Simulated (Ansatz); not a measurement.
One crystal and one scan (scan of one atom of the cell) at two levels, PBE (plane waves to 420 eV, PAW, scalar-relativistic; Ansatz, a quantum-chemistry and plane-wave program) and r2SCAN (plane waves to 500 eV, PAW, scalar-relativistic; Ansatz), each from its own relaxed cell and on its own mesh. The cell shown is that of PBE.

Relaxed TiO₂ (anatase):

```yaml
crystal:
  lattice:
    - [-1.89940, 1.89940, 4.85040]
    - [1.89940, -1.89940, 4.85040]
    - [1.89940, 1.89940, -4.85040]
  atoms:
    - { symbol: Ti, position: [0.50000, 0.50000, 0.00000] }
    - { symbol: Ti, position: [0.25000, 0.75000, 0.50000] }
    - { symbol: O, position: [0.29355, 0.29355, 0.00000] }
    - { symbol: O, position: [0.04355, 0.54355, 0.50000] }
    - { symbol: O, position: [0.45645, 0.95645, 0.50000] }
    - { symbol: O, position: [0.70645, 0.70645, 0.00000] }
```

In each cell atom 2 (Ti, nearest neighbour O at 1.946 Å; its periodic images, 3.8 Å or more away, move with it) moves by s·(0.577, 0.577, 0.577) (along Cartesian [111]), the rest being held.

E stands for the smeared free energy. TiO2 is run without spin polarisation. TiO2 was relaxed with its symmetry unable to fall. (PBE) Left out: 4 of 11 points, with atoms too close for the PAW data. (r2SCAN) Left out: 4 of 11 points, with atoms too close for the PAW data. Percentages come from the unrounded values. Both scans cover s from -0.348 to 0.348 Å.

| quantity | PBE | r2SCAN | PBE − r2SCAN |
|---|---|---|---|
| Lattice constant a (Å) | 3.799 | 3.778 | +0.021 (+0.6 %) |
| Lattice constant c (Å) | 9.701 | 9.584 | +0.117 (+1.2 %) |
| Relaxed volume (Å³/atom) | 11.67 | 11.40 | +0.27 (+2.3 %) |
| Energy at s = 0.348 Å (meV/cell) | 592 | 695 | -103 (-15 %) |
| Force along the line at s = -0.348 Å (eV/Å) | 4.219 | 4.829 | -0.610 (-13 %) |
| Force constant k = d²E/ds² at s = 0 (finite differences) (eV/Å²) | 6.87 | 8.45 | -1.58 (-19 %) |

PBE gives the higher value for: lattice constant a; lattice constant c; relaxed volume. PBE gives the lower value for: energy at s = 0.348 Å; force along the line at s = -0.348 Å; force constant k = d²E/ds² at s = 0. Both give the same symmetry of the curve: even: the same for both signs.

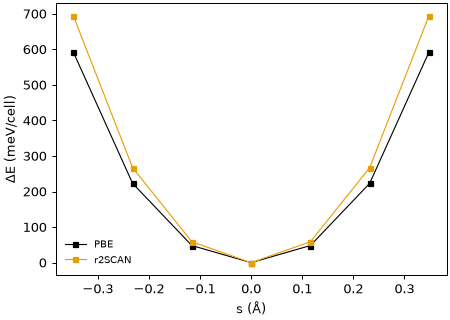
Figure: ΔE, each from the undisplaced structure of its own level.

(For displaced atoms, the force is minus the slope of the energy, and its curvature is a force constant, which sets phonon frequencies.)
